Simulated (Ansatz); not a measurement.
# A computed series for CaF2: pressure series

Consider CaF₂ in the fluorite structure (space group Fm-3m, No. 225).

```
CELL_PARAMETERS angstrom
      0.00000     2.71957     2.71957
      2.71957     0.00000     2.71957
      2.71957     2.71957     0.00000
ATOMIC_POSITIONS crystal
  Ca 0.00000 0.00000 0.00000
  F  0.25000 0.25000 0.25000
  F  0.75000 0.75000 0.75000
```

Cell and atoms are relaxed at each pressure.

The values are results of r2SCAN (Ansatz, a first-principles code), no spin-orbit coupling, not measurements.

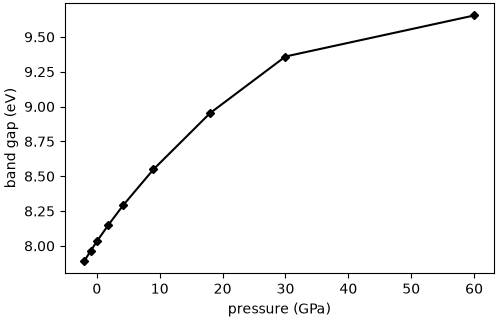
*Band gap against pressure*

| pressure (GPa) | band gap |
|---|---|
| -2 | 7.89 eV |
| -1 | 7.96 eV |
| 1.8 | 8.15 eV |
| 4.2 | 8.29 eV |
| 9 | 8.55 eV |
| 18 | 8.95 eV |
| 30 | 9.36 eV |
| 60 | 9.65 eV |

Load acts through the strain it causes; cell and atoms are relaxed under it. Whether these cells are dynamically stable was not tested. Competing high-pressure phases were not computed.
